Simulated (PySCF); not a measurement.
# C$_{2}$H$_{10}$N$_{2}$Si (SiH2(NHMe)2): what the fields show

```yaml
atoms:
  - { symbol: Si, position_ang: [1.0619, -0.2588, -0.1062] }
  - { symbol: H, position_ang: [1.5445, 0.0234, 1.2886] }
  - { symbol: H, position_ang: [2.2713, -0.4862, -0.9663] }
  - { symbol: N, position_ang: [0.0637, 1.1046, -0.4604] }
  - { symbol: C, position_ang: [0.1095, 2.3968, 0.1745] }
  - { symbol: H, position_ang: [-0.4601, 1.0845, -1.3289] }
  - { symbol: H, position_ang: [-0.9019, 2.7970, 0.3655] }
  - { symbol: H, position_ang: [0.6092, 2.3111, 1.1521] }
  - { symbol: H, position_ang: [0.6636, 3.1606, -0.4042] }
  - { symbol: N, position_ang: [0.1308, -1.6880, -0.3554] }
  - { symbol: C, position_ang: [-1.1535, -1.9624, 0.2388] }
  - { symbol: H, position_ang: [0.5961, -2.4933, -0.7568] }
  - { symbol: H, position_ang: [-1.1017, -2.5967, 1.1451] }
  - { symbol: H, position_ang: [-1.6277, -1.0125, 0.5299] }
  - { symbol: H, position_ang: [-1.8384, -2.4566, -0.4724] }
```

Geometry: PBE0-D3(BJ)/def2-SVP.

Level of theory: PySCF 2.14.0, PBE0/pcSseg-1, SCF density, gas phase, non-relativistic.

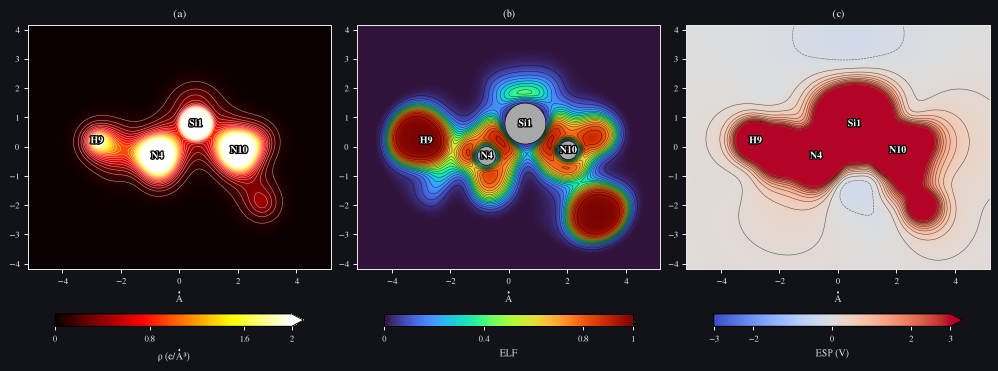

Figure 1. (a) electron density; (b) ELF; (c) electrostatic potential on the plane of atoms N4, Si1 and N10. Grey discs cover the atomic cores in the ELF map.

Question: What does the map show?

Answer:
- Atoms in the plane: Si, N and H.
- Si–N (1.72 Å): ρ is about 1.1 e/Å³ halfway; the ELF peaks at about 0.90 between the atoms (a polar covalent bond).
- Outside the dense part of the molecule the potential is most negative (−0.3 V) near H6, which lies off the plane.

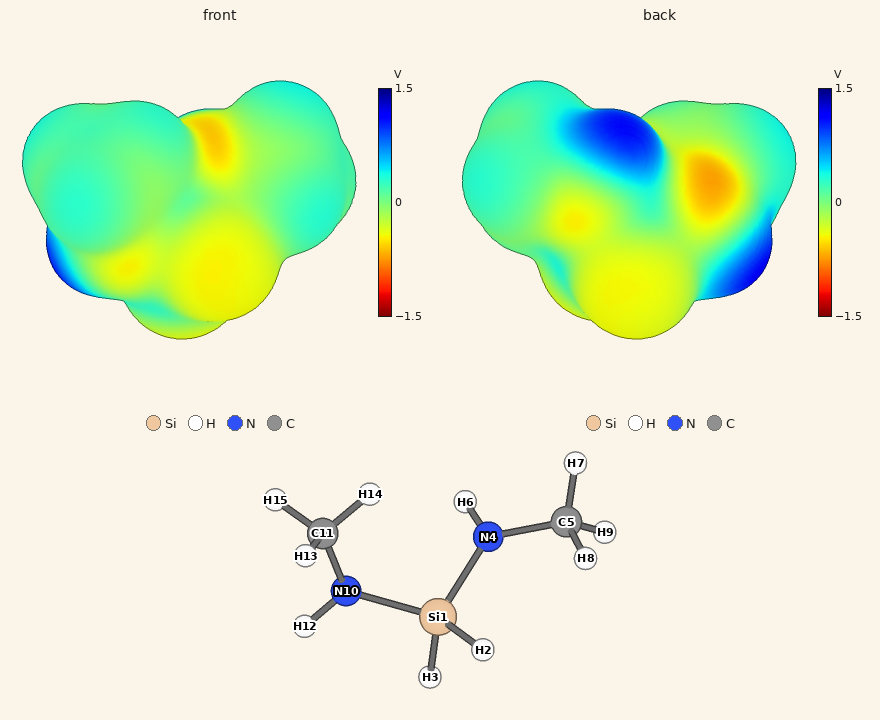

Figure 2. The electrostatic potential painted on the density surface at 0.001 e/bohr³, seen from the front and from behind; red is negative and blue positive. The bare structure is drawn below in the same view.

Question: Where is the surface potential most negative and most positive?

Answer: The most negative region (about −0.7 V, or −16 kcal/mol for a unit charge) lies over N10, the most positive (about +1.1 V, or +25 kcal/mol for a unit charge) over H6 and H12.
